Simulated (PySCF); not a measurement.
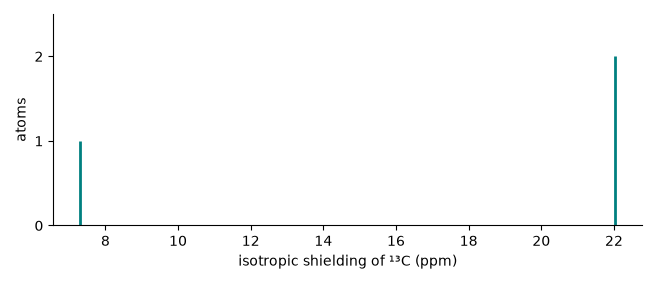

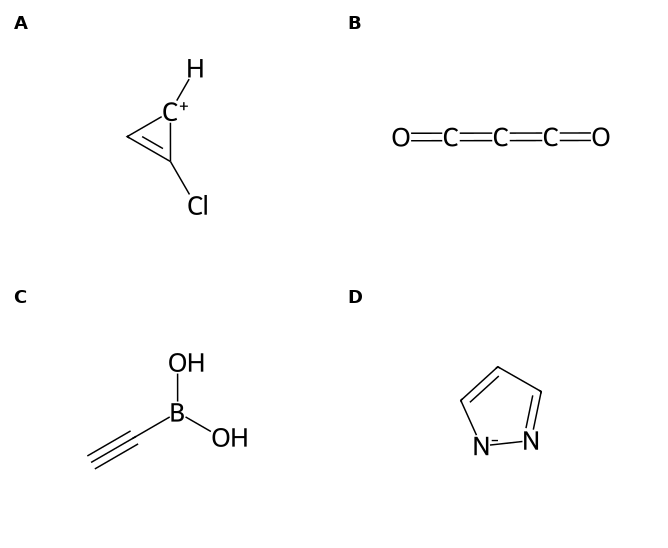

The sticks are computed shieldings of one of the molecules, for one fixed geometry (PBE0-D3(BJ)/def2-SVP) without averaging over rotations. Low shielding means a high chemical shift. Method: GIAO HF/pcSseg-2 NMR shielding, non-relativistic, gas phase (PySCF 2.14.0).

**Which molecule gives this pattern?**

A, `Clc1c[cH+]1`. Its 3 C atoms give lines at 7.3, 22.0 (2 atoms) ppm.
